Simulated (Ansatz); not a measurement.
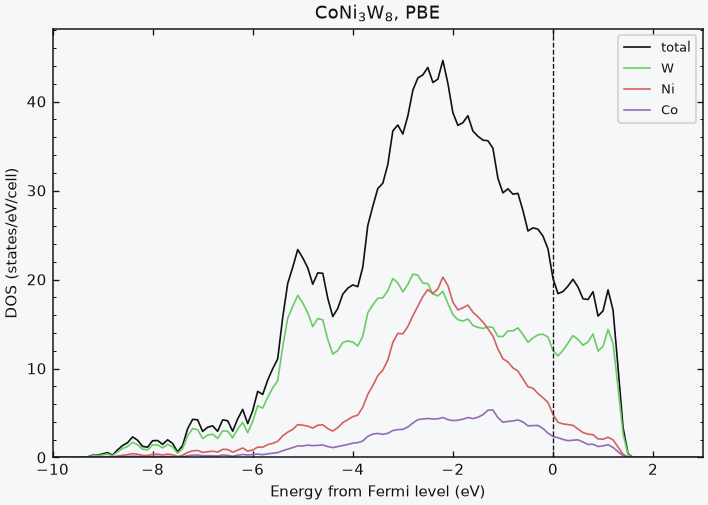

Density of states of CoNi₃W₈ (amorphous cell), 24 atoms in the cell. Method: DFT PBE, scalar-relativistic, plane waves, PAW, no spin polarisation, 3×3×4 k mesh, 420 eV cutoff (Ansatz 0.2.0). Energies are counted from the Fermi level. The partial curves are projected on Löwdin-orthogonalised atomic shells.

It is a metal. The density of states at the Fermi level is about 21 per eV and cell (mean within 0.25 eV), or 0.88 per atom. By projected weight, the states within 0.3 eV of the Fermi level are W (60 %), Ni (25 %) and Co (15 %).

The run has no spin polarisation, so a magnetic state may lie lower. The atoms aren't at rest in this cell (largest force 0.4 eV/Å), so the relaxed material can differ. The k mesh is coarse for this system. Spin-orbit coupling is left out, which matters for W.
